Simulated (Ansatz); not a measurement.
# Two runs on C₃H₆OSi

System: C₃H₆OSi, SMILES OC#CC[SiH3].
Method of run 1: RKS PBE0-D4/def2-TZVPP (Ansatz 0.2.0).

The geometry comes from this level: PBE0-D4/def2-TZVP. Text and figures count atoms from 1; the logs count them from 0 in places.

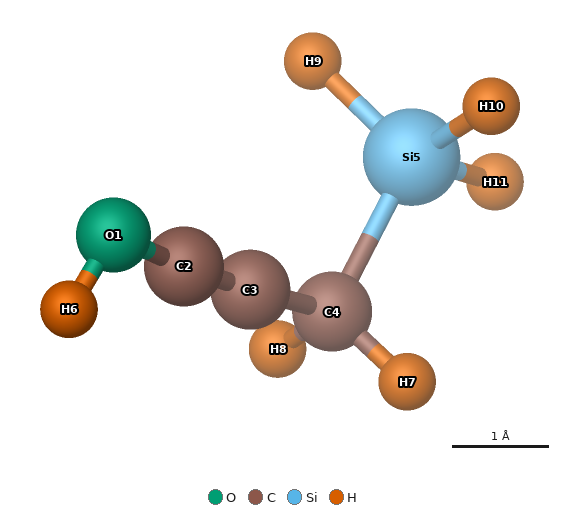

Fig. 1: The structure as given in the input (ball-and-stick view, seen at a tilt; atoms are numbered from 1 in the order of the input).

## Input, run 1
```yaml
crystal:
  periodic: [false, false, false]
  atoms:
    - {symbol: O, position_ang: [0.645175, 1.787050, 2.591107]}
    - {symbol: C, position_ang: [0.152772, 0.949559, 1.716983]}
    - {symbol: C, position_ang: [-0.254685, 0.197915, 0.874243]}
    - {symbol: C, position_ang: [-0.698667, -0.687343, -0.183320]}
    - {symbol: Si, position_ang: [0.405312, -0.497560, -1.705047]}
    - {symbol: H, position_ang: [0.131249, 1.753545, 3.405992]}
    - {symbol: H, position_ang: [-0.669945, -1.735062, 0.134985]}
    - {symbol: H, position_ang: [-1.731349, -0.470801, -0.477494]}
    - {symbol: H, position_ang: [0.347243, 0.900979, -2.200111]}
    - {symbol: H, position_ang: [1.807361, -0.841630, -1.358238]}
    - {symbol: H, position_ang: [-0.069066, -1.413751, -2.778599]}
basis:
  gaussian: {orbitals: def2-TZVPP}
hamiltonian: {xc: pbe0, dispersion: d4}
output: {orbitals: {seedname: orbitals}}
```

Hardware: 4 CPU threads, shared host.

## Output (run 1)
```
Functional definition: PBE0
  parameter a = 0.25
  parameter kappa = 0.804
  parameter beta = 0.06672455060314922
  exchange = (1 - a)*pbe_x(kappa = kappa, mu = beta*pi^2/3) + a*exact_x
  correlation = pbe_c(beta = beta)
1336 factors; their error is unknown
mean field evaluation 1: about -13116.4612 eV, gradient 5.8e1 eV
mean field evaluation 2: about -13112.8404 eV, gradient 6.7e1 eV
mean field evaluation 4: about -13123.8002 eV, gradient 5.3e0 eV
mean field evaluation 8: about -13123.8828 eV, gradient 4.4e-1 eV
mean field evaluation 16: about -13123.8830 eV, gradient 3.0e-5 eV
mean field -13123.88299508 eV, -482.2938043816 hartree, gradient 3.0e-5 eV, S^2 0.000000; 0 other end points of the search recorded, 0 dependent functions left out
reference -13123.88302918 eV, -482.2938056350 hartree; 23, 23 occupied and 227, 227 virtual orbitals, 1336 factors
Total energy: -13124.05699148 eV, -482.3001986315 hartree
```

The input of run 2 differs as follows (lines with − go, lines with + come):
```diff
-  gaussian: {orbitals: def2-TZVPP}
+  gaussian: {orbitals: def2-SVP}
```

Predict how the results change.

The total energy of run 2 is 200.9 kcal/mol higher, which measures the change of basis and not a stability. The HOMO goes from −6.87 to −6.76 eV. The LUMO goes from 0.47 to 1.14 eV. The basis functions go from 250 to 104.

## Output (run 2)
```
Functional definition: PBE0
  parameter a = 0.25
  parameter kappa = 0.804
  parameter beta = 0.06672455060314922
  exchange = (1 - a)*pbe_x(kappa = kappa, mu = beta*pi^2/3) + a*exact_x
  correlation = pbe_c(beta = beta)
1161 factors; their error is unknown
mean field evaluation 1: about -13109.7929 eV, gradient 4.7e1 eV
mean field evaluation 2: about -13107.9799 eV, gradient 5.4e1 eV
mean field evaluation 4: about -13115.0910 eV, gradient 3.1e0 eV
mean field evaluation 8: about -13115.1120 eV, gradient 4.8e-2 eV
mean field evaluation 16: about -13115.1701 eV, gradient 5.0e-5 eV
mean field -13115.17009126 eV, -481.9736110722 hartree, gradient 5.0e-5 eV, S^2 0.000000; 0 other end points of the search recorded, 0 dependent functions left out
reference -13115.17011833 eV, -481.9736120670 hartree; 23, 23 occupied and 81, 81 virtual orbitals, 1161 factors
Total energy: -13115.34408063 eV, -481.9800050635 hartree
```

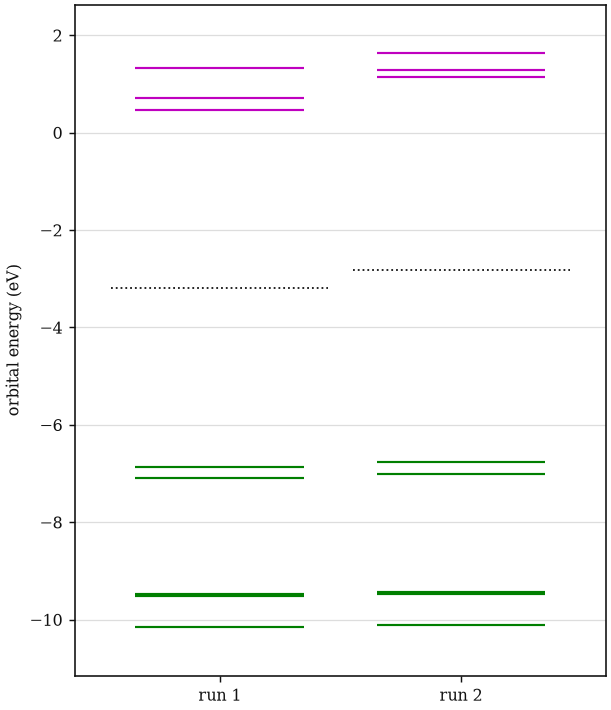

Fig. 2: The five highest filled and three lowest empty orbital energies of the two runs; the dotted lines part filled from empty levels. The HOMO–LUMO gap is 7.34 eV in run 1 and 7.90 eV in run 2.

## The two runs side by side

| quantity | run 1 | run 2 |
| --- | --- | --- |
| outcome | converged | converged |
| total energy (hartree) | −482.300199 | −481.980005 |
| HOMO (eV) | −6.87 | −6.76 |
| LUMO (eV) | 0.47 | 1.14 |
| basis functions | 250 | 104 |
| wall time (shared host) | 2.2 s | 0.8 s |
